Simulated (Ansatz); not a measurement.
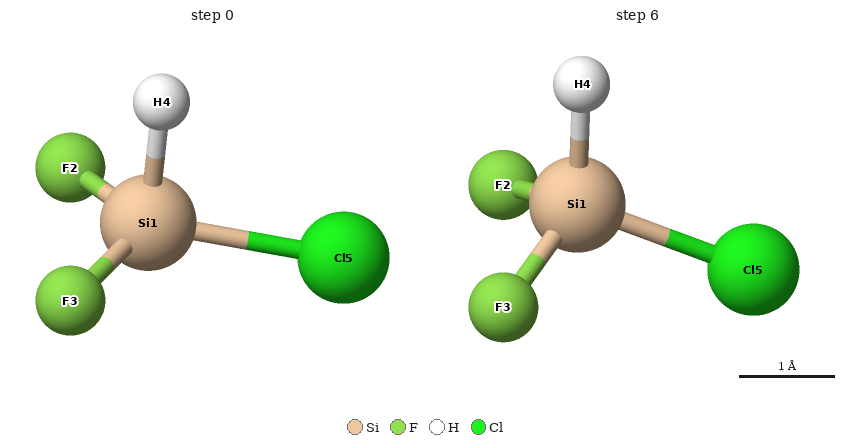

The structure of SiHClF2 before (left) and after (right) a relaxation, at one scale.

A ball-and-stick model, seen from a free direction.

It is one of the separated products of a reaction.

Computed with Ansatz, RKS PBE0-D4/def2-TZVP.

Input
```yaml
crystal:
  periodic: [false, false, false]
  atoms:
    - {symbol: Si, position_ang: [-0.945038, -0.088146, -0.063785]}
    - {symbol: F, position_ang: [-0.605753, -0.691249, -1.521161]}
    - {symbol: F, position_ang: [-0.756998, -1.052335, 1.215938]}
    - {symbol: H, position_ang: [-2.418177, -0.163990, -0.155248]}
    - {symbol: Cl, position_ang: [-0.835894, 1.989812, 0.216661]}
basis:
  gaussian: {orbitals: def2-TZVP}
hamiltonian: {xc: pbe0, dispersion: d4}
relax: {f_tol: 0.005, max_steps: 200}
```

Run as
```bash
ansatz run in.yaml --threads 4 --pin off --events-out ev --progress --plain --max-ram 9574MiB
```

> Summarise the run.

Si1 moves most after the best rigid fit: 0.23 Å. By element the largest moves are Si 0.23 Å, H 0.22 Å, Cl 0.22 Å, F 0.20 Å. Near-neighbour distances that change, for instance: Si1–Cl5 2.100 → 2.018 Å, Si1–F2 1.613 → 1.577 Å, Si1–H4 1.478 → 1.465 Å. Among the angles between lasting bonds that change: H4–Si1–Cl5 96.4° → 111.5°, F2–Si1–H4 97.7° → 109.8°, F2–Si1–F3 117.9° → 107.6°. The energy falls by 94.5 kJ/mol in 6 geometry steps. Largest force component: 3.7 eV/Å at the start, 0.0017 eV/Å at the end.
